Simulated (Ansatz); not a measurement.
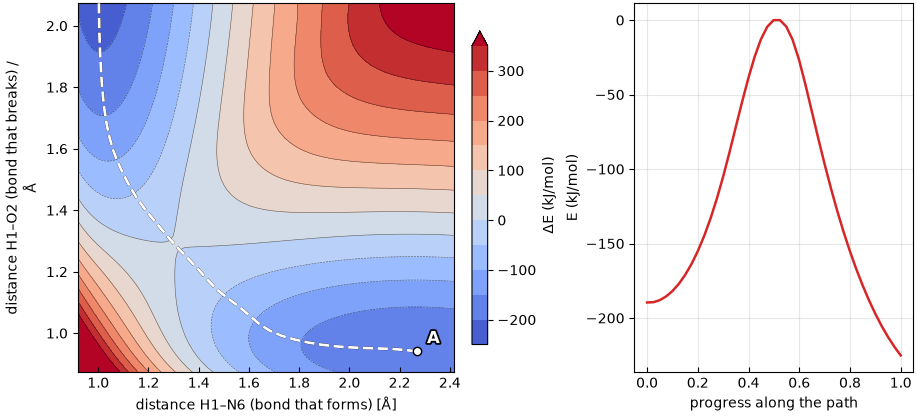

The reacting system C3H5NO (one molecule; an intramolecular 1,3-shift). First axis: distance H1–N6 (bond that forms). Second axis: distance H1–O2 (bond that breaks). Relaxed at each point: all other coordinates. The scan uses a 13 × 13 grid. Points are written as (first, second). All energies are given in kJ/mol relative to a guessed transition structure relaxed with its forming and breaking bonds held. The reference is spin-restricted, so regions where a bond is pulled apart into radicals lie too high. Method: Ansatz 0.2.0, RHF/def2-SVP.

The picture shows filled contours, a line along the lowest path, one colour for all values above the top of the scale, the energy along the path at the right, the start A. Between grid points the surface is interpolated.

Describe the path and its barrier.

Answer. The easiest path runs from the side where the first distance is long, about (2.27 Å, 0.94 Å), to the side where the second distance is long, about (1.00 Å, 2.07 Å). Its highest point, at about (1.29 Å, 1.30 Å), lies about 190 kJ/mol above the start and 230 kJ/mol above the end on the interpolated surface. An end on the edge of the scan is no minimum, so the barrier from there is a lower bound.
